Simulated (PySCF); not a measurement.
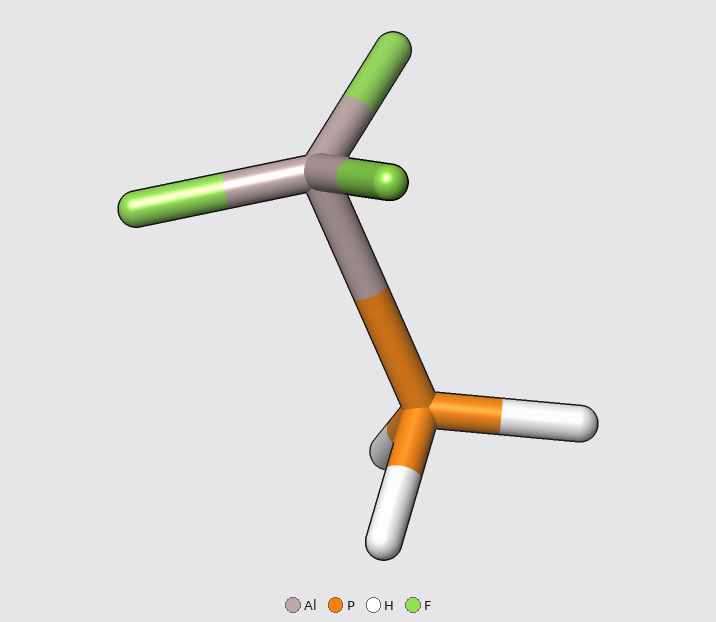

Computed geometry: PBE0-D3(BJ)/def2-SVP optimisation. No frequency run is at hand to confirm it as a minimum.

> Count the atoms of each element.

AlF3H3P, 8 atoms: 1 aluminium, 3 fluorine, 3 hydrogen and 1 phosphorus.

> How many bonds of each kind are drawn?

3 Al–F, 3 P–H, 1 Al–P. Sticks follow a distance rule.

The parts below concern this one geometry. Atoms keep their numbers from picture to picture.

## NMR shielding

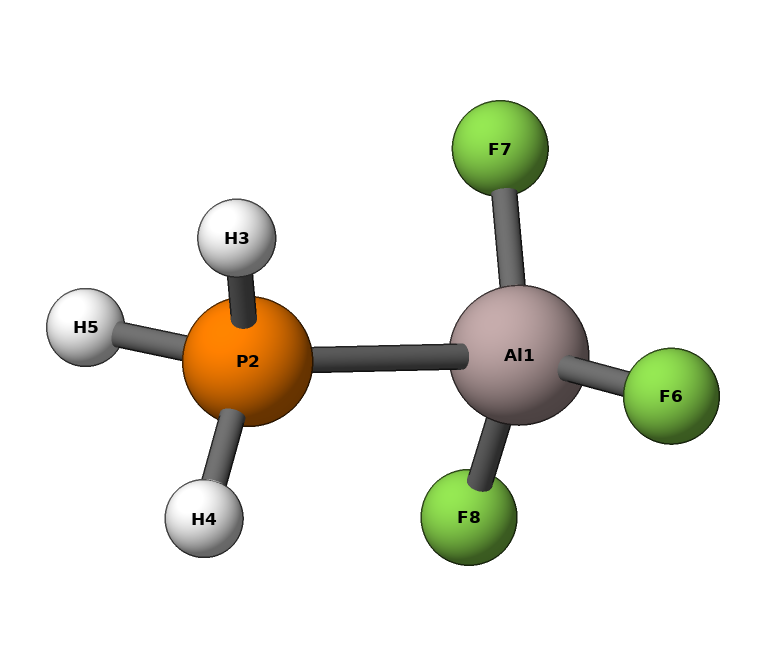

No frequency run is at hand to confirm it as a minimum. Method: GIAO PBE/pcSseg-1 (pcSseg-2 on Al) NMR shielding, non-relativistic, gas phase (PySCF 2.14.0). Principal shieldings σ11 ≤ σ22 ≤ σ33, span Ω = σ33 − σ11, skew κ = 3(σiso − σ22)/Ω.

Give the shielding tensors of the F atoms.

| atom | σ11 | σ22 | σ33 | σiso | Ω | κ |
| --- | --- | --- | --- | --- | --- | --- |
| F6 | 272.1 | 286.5 | 421.8 | 326.8 | 149.7 | 0.81 |
| F7 | 270.1 | 283.3 | 419.3 | 324.2 | 149.2 | 0.82 |
| F8 | 271.2 | 285.1 | 420.8 | 325.7 | 149.6 | 0.81 |

Shieldings and span in ppm.

## Polarisability

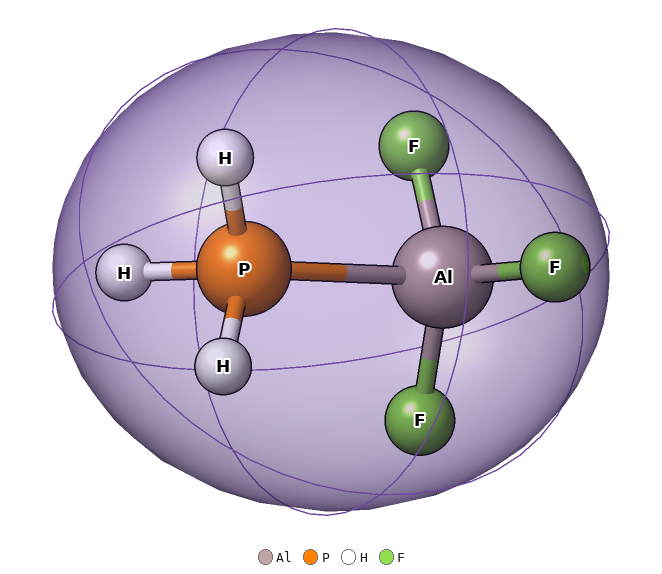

The ellipsoid shows the static dipole polarisability: its half-axes are proportional to the principal values. No frequency run is at hand to confirm it as a minimum. Computed with B3LYP/def2-SVPD (PySCF 2.14.0).

> How large and how anisotropic is the polarisability?

Principal values 45.2, 45.3, 55.7 bohr³; mean 48.7 bohr³ (7.22 Å³); anisotropy 10.4 bohr³, so the longest axis is 1.23 times the shortest.

## Charges

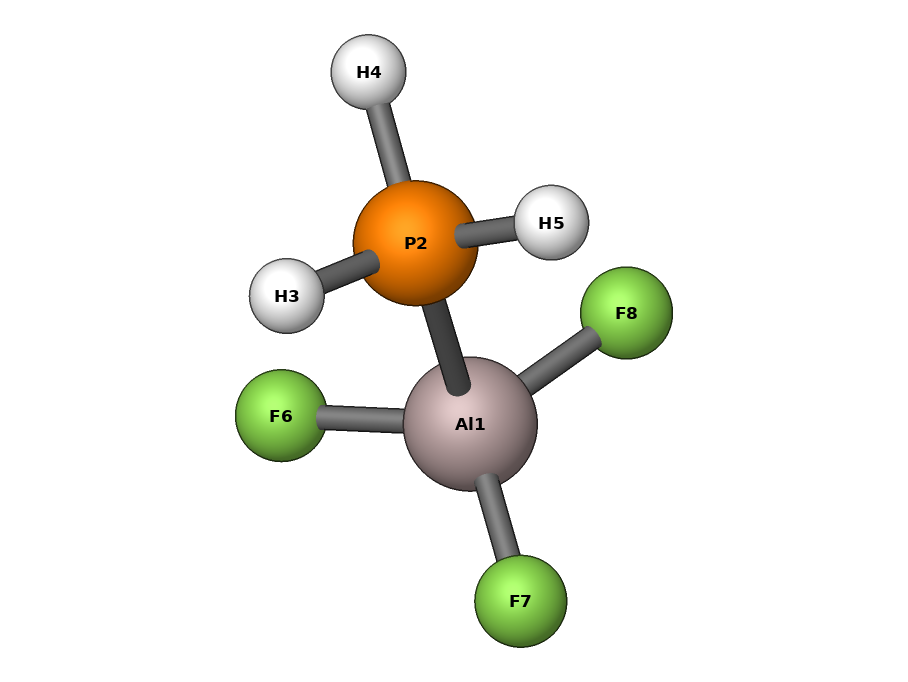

The questions are on IAO charges. No frequency run is at hand to confirm it as a minimum. Level of theory: PBE0/pcSseg-1 (pcSseg-2 on Al), gas phase (PySCF 2.14.0).

> Which atom carries the highest charge (most positive or least negative)?

Al1 (1.45 e).

> And the lowest?

F6, F7, F8 (−0.59 e).

List the IAO charges.

| atom | value (e) |
| --- | --- |
| Al1 | 1.45 |
| P2 | 0.22 |
| H3 | 0.04 |
| H4 | 0.04 |
| H5 | 0.04 |
| F6 | −0.59 |
| F7 | −0.59 |
| F8 | −0.59 |

## Core levels

No frequency run is at hand to confirm it as a minimum. Level of theory: delta-SCF UKS SCAN, pcX-2 on the ionised atom (unc-x2c-TZVPall on a metal), pcseg-1 elsewhere, spin-free X2C (PySCF 2.14.0).

Give the core-electron binding energies (to vacuum; p and d levels without spin–orbit splitting) of Al1 1s, Al1 2p, P2 1s, P2 2p, F6 1s.

```tsv
atom	level	binding energy (eV)
Al1	1s	1568.2
Al1	2p	81.5
P2	1s	2152.6
P2	2p	139.4
F6	1s	691.5
```
